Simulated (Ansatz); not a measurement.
# Geometry relaxation of TaH$_{3}$O$_{2}$F$_{4}$ (part 2 of 2)

Continued. System: TaH$_{3}$O$_{2}$F$_{4}$. Method: RKS B3LYP-D4/def2-SVP (Ansatz 0.2.0). It belongs to a series of runs on one base structure; here: end point A relaxed.

Geometry of the input (Å):
```
Ta -0.1571  -0.2576  -0.0095
F  1.7417  -0.3542  0.2306
O  -0.3984  -0.7460  1.7965
H  -0.4477  -0.9765  2.7267
F  0.2366  0.3655  -1.7569
F  -1.4336  1.1060  0.1261
F  -0.9029  -1.8265  -0.6830
O  1.4882  2.2496  1.1179
H  1.4345  2.3220  2.0822
H  2.2003  1.5843  0.9677
```

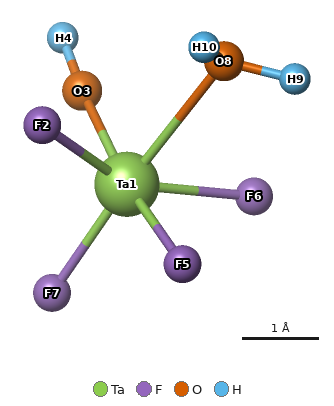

The geometry at step 16 of the log (ball-and-stick view, seen at a tilt; atoms are numbered from 1 in the order of the input).

**Trajectory as extended XYZ, continued**
```
10
Properties=species:S:1:pos:R:3:forces:R:3 step=8 energy=-16560.90584 accepted=F
Ta    0.0394   -0.1522    0.1009    0.3060   1.5332   1.0632
F     1.8986   -0.6347    0.1599   -0.5359  -0.2669  -0.0843
O    -0.2383   -0.7186    1.9199    0.1936   0.0186  -0.9912
H    -0.3494   -1.0432    2.8142    0.0026   0.0453   0.0104
F     0.4200    0.6604   -1.5927   -0.1394  -0.4250   0.3400
F    -1.2193    1.2748    0.3565    0.2676  -0.5259  -0.0953
F    -1.0004   -1.4954   -0.6510   -0.0338  -0.3651  -0.2283
O     1.2307    1.6436    0.9301   -0.2764  -0.0716  -0.1140
H     0.8235    2.3894    1.3886    0.0008   0.0500   0.0124
H     2.1568    1.5426    1.1719    0.2149   0.0074   0.0871
10
Properties=species:S:1:pos:R:3:forces:R:3 step=9 energy=-16560.98529
Ta    0.0331   -0.1039    0.1201    0.0125   0.0332   0.0535
F     1.8401   -0.7134    0.1530   -0.0175   0.0304   0.0054
O    -0.2389   -0.6983    1.9000    0.0061  -0.0186  -0.0437
H    -0.3593   -1.0300    2.7904    0.0026  -0.0014   0.0058
F     0.4118    0.6312   -1.5932   -0.0027  -0.0011   0.0056
F    -1.2630    1.2705    0.3480    0.0303   0.0017   0.0149
F    -0.9223   -1.5134   -0.6511   -0.0122  -0.0286  -0.0148
O     1.2343    1.6716    0.9271   -0.0292   0.1901   0.1840
H     0.8444    2.3638    1.4880    0.0815  -0.1632  -0.2022
H     2.1814    1.5888    1.1160   -0.0715  -0.0426  -0.0084
10
Properties=species:S:1:pos:R:3:forces:R:3 step=10 energy=-16560.99252
Ta    0.0347   -0.1041    0.1300   -0.0160  -0.0246   0.0189
F     1.8432   -0.7045    0.1627   -0.0074   0.0050   0.0030
O    -0.2449   -0.7292    1.8989    0.0276   0.0239  -0.0417
H    -0.3673   -1.0639    2.7883   -0.0022  -0.0009  -0.0169
F     0.3999    0.6336   -1.5858   -0.0045  -0.0027   0.0129
F    -1.2447    1.2828    0.3792    0.0140  -0.0020   0.0088
F    -0.9237   -1.5066   -0.6561    0.0096   0.0145   0.0107
O     1.2428    1.6661    0.9259   -0.0321   0.0832   0.1153
H     0.8418    2.4112    1.3999    0.0519  -0.0841  -0.1022
H     2.1798    1.5813    1.1552   -0.0409  -0.0123  -0.0088
10
Properties=species:S:1:pos:R:3:forces:R:3 step=11 energy=-16560.99773
Ta    0.0329   -0.1114    0.1416    0.0375   0.0489   0.1218
F     1.8416   -0.7091    0.1704   -0.0017  -0.0325  -0.0103
O    -0.2456   -0.7537    1.9011   -0.0177  -0.0356  -0.0418
H    -0.3760   -1.1013    2.7838    0.0029   0.0069   0.0230
F     0.4062    0.6621   -1.5553   -0.0032  -0.0008  -0.0895
F    -1.2368    1.2822    0.4057   -0.0229  -0.0030  -0.0031
F    -0.9289   -1.4991   -0.6635   -0.0116  -0.0185  -0.0280
O     1.2357    1.6352    0.9647   -0.0908   0.3228   0.2055
H     0.8527    2.4723    1.2805    0.1023  -0.2761  -0.1398
H     2.1799    1.5894    1.1693    0.0051  -0.0120  -0.0379
10
Properties=species:S:1:pos:R:3:forces:R:3 step=13 energy=-16561.02462 accepted=F
Ta    0.0094   -0.1521    0.1824    0.3459   0.5679   0.1538
F     1.8147   -0.7536    0.2188   -0.0128  -0.0487   0.0015
O    -0.2981   -0.8450    1.9064   -0.0476  -0.0860  -0.0491
H    -0.3879   -1.1421    2.8113    0.0145   0.0193   0.1055
F     0.4806    0.7744   -1.4174   -0.0126  -0.0226  -0.1025
F    -1.2528    1.2443    0.4679   -0.0247  -0.0514  -0.0063
F    -0.9261   -1.4716   -0.7461   -0.0517  -0.0766  -0.0382
O     1.2394    1.6356    1.1323   -0.1890  -0.8203   0.1787
H     0.8860    2.5182    1.0225   -0.2140   0.5304  -0.1217
H     2.1964    1.6586    1.0202    0.1919  -0.0120  -0.1216
10
Properties=species:S:1:pos:R:3:forces:R:3 step=14 energy=-16561.04018
Ta    0.0315   -0.1147    0.1839   -0.0282  -0.0695   0.0336
F     1.8404   -0.7153    0.2233   -0.0228  -0.0087  -0.0164
O    -0.2883   -0.8275    1.9043    0.0038   0.0152  -0.0379
H    -0.3948   -1.1491    2.8007    0.0056   0.0146  -0.0033
F     0.4561    0.7291   -1.4762    0.0214   0.0308   0.0310
F    -1.2398    1.2760    0.4588   -0.0066  -0.0133  -0.0159
F    -0.9137   -1.4610   -0.7097    0.0156   0.0185   0.0021
O     1.2178    1.6030    1.1123    0.0856   0.1892   0.1060
H     0.8681    2.5094    1.0827    0.0640  -0.1816  -0.0478
H     2.1842    1.6166    1.0180   -0.1383   0.0049  -0.0513
10
Properties=species:S:1:pos:R:3:forces:R:3 step=15 energy=-16561.04263
Ta    0.0261   -0.1261    0.2067    0.0561   0.0999  -0.1317
F     1.8330   -0.7303    0.2248   -0.0202  -0.0368   0.0481
O    -0.3026   -0.8508    1.9158   -0.0004   0.0089  -0.0557
H    -0.3971   -1.1524    2.8198    0.0088   0.0116   0.0560
F     0.4976    0.7868   -1.4080    0.0038   0.0059   0.0326
F    -1.2471    1.2659    0.4636   -0.0288  -0.0436   0.0425
F    -0.9039   -1.4459   -0.7385    0.0062   0.0100   0.0227
O     1.2175    1.5983    1.1782    0.5164   0.7378  -0.3136
H     0.8661    2.4995    0.9976    0.1087  -0.6485   0.1343
H     2.1721    1.6216    0.9382   -0.6506  -0.1451   0.1647
10
Properties=species:S:1:pos:R:3:forces:R:3 step=16 energy=-16561.05288
Ta    0.0377   -0.1096    0.2065   -0.1356  -0.2530   0.1271
F     1.8360   -0.7385    0.2513    0.0204   0.0248  -0.0447
O    -0.2962   -0.8394    1.9140   -0.0123  -0.0109  -0.0568
H    -0.3960   -1.1441    2.8175    0.0191   0.0357  -0.0059
F     0.5152    0.8131   -1.3994    0.0288   0.0434   0.0286
F    -1.2528    1.2613    0.4901    0.0080   0.0404  -0.0399
F    -0.8920   -1.4272   -0.7433    0.0157   0.0230  -0.0061
O     1.2200    1.5927    1.1818   -0.2325   0.0147   0.0336
H     0.8461    2.4618    0.9745   -0.0520   0.0963   0.0260
H     2.1435    1.5965    0.9053    0.3405  -0.0144  -0.0620
10
Properties=species:S:1:pos:R:3:forces:R:3 step=17 energy=-16561.05758
Ta    0.0297   -0.1248    0.2079    0.0345   0.0579  -0.0211
F     1.8310   -0.7456    0.2394   -0.0097  -0.0133   0.0066
O    -0.3012   -0.8459    1.9171   -0.0226  -0.0432   0.0007
H    -0.3947   -1.1360    2.8262    0.0213   0.0398  -0.0026
F     0.5213    0.8194   -1.3817   -0.0051  -0.0089  -0.0171
F    -1.2549    1.2549    0.4783   -0.0113  -0.0118   0.0082
F    -0.8963   -1.4350   -0.7529    0.0013  -0.0005   0.0032
O     1.2232    1.5975    1.1699   -0.0332  -0.0627   0.0555
H     0.8493    2.4728    0.9907   -0.0453   0.0575  -0.0122
H     2.1542    1.6094    0.9033    0.0702  -0.0148  -0.0213
10
Properties=species:S:1:pos:R:3:forces:R:3 step=18 energy=-16561.05926
Ta    0.0298   -0.1273    0.2020   -0.0256  -0.0694  -0.0214
F     1.8218   -0.7701    0.2287    0.0428   0.0192   0.0126
O    -0.3041   -0.8529    1.9099    0.0228   0.0653  -0.1818
H    -0.3689   -1.0845    2.8343   -0.0068  -0.0356   0.1936
F     0.5314    0.8329   -1.3742    0.0077   0.0159  -0.0165
F    -1.2631    1.2431    0.4757   -0.0181   0.0412   0.0107
F    -0.8933   -1.4321   -0.7661   -0.0187  -0.0116  -0.0165
O     1.2208    1.5883    1.1793   -0.0298  -0.0330   0.0339
H     0.8362    2.4610    1.0021    0.0008   0.0046  -0.0025
H     2.1509    1.6083    0.9065    0.0250   0.0035  -0.0121
10
Properties=species:S:1:pos:R:3:forces:R:3 step=19 energy=-16561.06095
Ta    0.0279   -0.1330    0.1924   -0.0105  -0.0429  -0.0052
F     1.8198   -0.7770    0.2198    0.0273   0.0145  -0.0015
O    -0.3012   -0.8500    1.9052    0.0013   0.0081   0.0082
H    -0.3465   -1.0364    2.8449    0.0038   0.0062  -0.0109
F     0.5372    0.8413   -1.3736    0.0070   0.0123   0.0149
F    -1.2666    1.2368    0.4690   -0.0015   0.0288  -0.0002
F    -0.8957   -1.4332   -0.7811   -0.0202  -0.0216  -0.0075
O     1.2171    1.5727    1.1924    0.0248   0.0396  -0.0257
H     0.8238    2.4441    1.0207    0.0357  -0.0487   0.0108
H     2.1458    1.6014    0.9087   -0.0676   0.0036   0.0169
10
Properties=species:S:1:pos:R:3:forces:R:3 step=21 energy=-16561.06144
Ta    0.0244   -0.1383    0.1866    0.0267   0.0457  -0.0644
F     1.8192   -0.7789    0.2091   -0.0131   0.0056   0.0047
O    -0.2968   -0.8432    1.9027   -0.0195  -0.0348   0.0410
H    -0.3257   -1.0034    2.8475    0.0041   0.0034   0.0190
F     0.5467    0.8561   -1.3630   -0.0064  -0.0099   0.0044
F    -1.2726    1.2320    0.4574    0.0086  -0.0088   0.0027
F    -0.9001   -1.4392   -0.7859   -0.0051  -0.0068  -0.0085
O     1.2100    1.5617    1.2041    0.0082   0.0126  -0.0087
H     0.8212    2.4330    1.0265    0.0010  -0.0052   0.0040
H     2.1354    1.5869    0.9132   -0.0044  -0.0018   0.0058
10
Properties=species:S:1:pos:R:3:forces:R:3 step=22 energy=-16561.06162
Ta    0.0243   -0.1388    0.1848    0.0103   0.0042  -0.0179
F     1.8187   -0.7788    0.2095   -0.0025  -0.0007  -0.0009
O    -0.2984   -0.8467    1.9018   -0.0069  -0.0129   0.0452
H    -0.3242   -0.9982    2.8492    0.0030   0.0073  -0.0348
F     0.5443    0.8535   -1.3664   -0.0039  -0.0038   0.0055
F    -1.2712    1.2318    0.4592    0.0062   0.0003   0.0005
F    -0.9010   -1.4390   -0.7887   -0.0002  -0.0010  -0.0005
O     1.2110    1.5606    1.2018   -0.0090   0.0125   0.0031
H     0.8199    2.4317    1.0291    0.0029   0.0002   0.0030
H     2.1382    1.5906    0.9180    0.0001  -0.0060  -0.0033
10
Properties=species:S:1:pos:R:3:forces:R:3 step=23 energy=-16561.06162 accepted=F
Ta    0.0247   -0.1391    0.1845   -0.0217  -0.0005   0.0096
F     1.8189   -0.7787    0.2104    0.0083   0.0066   0.0003
O    -0.2989   -0.8480    1.9019    0.0013   0.0018  -0.0036
H    -0.3237   -0.9979    2.8491    0.0007   0.0017  -0.0081
F     0.5430    0.8517   -1.3678    0.0045   0.0011   0.0037
F    -1.2695    1.2321    0.4600   -0.0044  -0.0018  -0.0030
F    -0.8998   -1.4392   -0.7898   -0.0003   0.0000   0.0040
O     1.2088    1.5627    1.2023    0.0093  -0.0057  -0.0041
H     0.8224    2.4363    1.0315    0.0002  -0.0089  -0.0026
H     2.1357    1.5868    0.9163    0.0020   0.0057   0.0038
10
Properties=species:S:1:pos:R:3:forces:R:3 step=24 energy=-16561.06167
Ta    0.0241   -0.1391    0.1844   -0.0011   0.0019   0.0023
F     1.8188   -0.7780    0.2097    0.0006   0.0004   0.0002
O    -0.2989   -0.8474    1.9018   -0.0014  -0.0024   0.0049
H    -0.3233   -0.9974    2.8489    0.0016   0.0024  -0.0074
F     0.5439    0.8531   -1.3666   -0.0009  -0.0009   0.0008
F    -1.2707    1.2318    0.4591    0.0004  -0.0008  -0.0008
F    -0.9007   -1.4396   -0.7889    0.0006   0.0004   0.0000
O     1.2099    1.5615    1.2024    0.0001   0.0014  -0.0004
H     0.8214    2.4337    1.0298    0.0011  -0.0015   0.0002
H     2.1370    1.5881    0.9177   -0.0009  -0.0008   0.0002
```

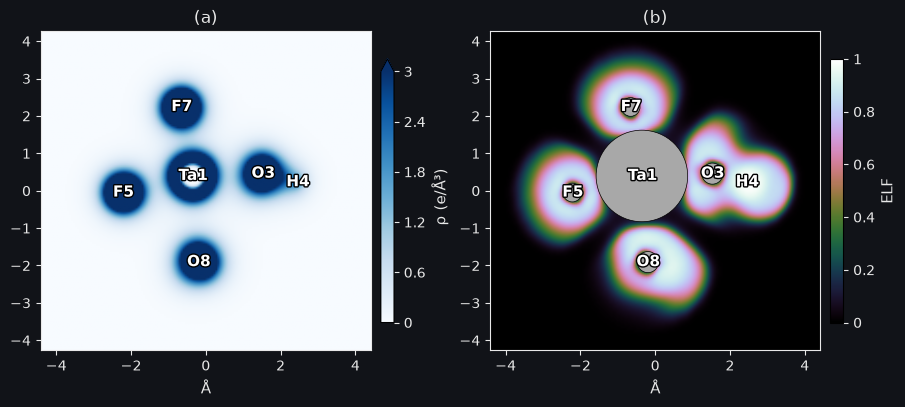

(a) electron density; (b) ELF on the plane of atoms F7, Ta1 and O8. Grey discs, where drawn, cover atomic cores. The section cuts through Ta, O, H and F sites. Ta–F (1.87 Å): ρ at the midpoint is about 1 e/Å³; the ELF peaks at about 0.85 in the valence shell of F, 0.5 Å from its nucleus, and drops to about 0.20 between the two atoms. O–H (0.96 Å): ρ at the midpoint is about 3.7 e/Å³, with its minimum of 2.3 e/Å³ about 0.8 Å from O; the ELF climbs to about 1 towards the hydrogen, as it does in any bond to H (a covalent bond by its length). Ta–F (1.91 Å): ρ at the midpoint is about 0.92 e/Å³; the ELF peaks at about 0.85 in the valence shell of F, 0.5 Å from its nucleus, and drops to about 0.20 between the two atoms.

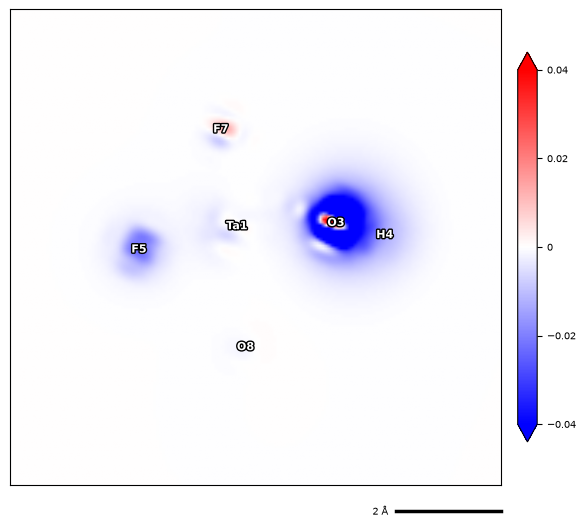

One frontier orbital on the plane of atoms F7, Ta1 and O8 (values in Å⁻³ᐟ²; the overall sign is arbitrary). The HOMO, at −9.48 eV.

**Summary**

| quantity | value |
| --- | --- |
| outcome | converged |
| total energy | −16561.0620 eV |
| mean-field energy | −16560.7726 eV |
| largest force (length of the vector) at the end | 0.008 eV/Å |
| wall time | 56 s (CPU time 3.5 min) |
| peak memory | 0.35 GiB |
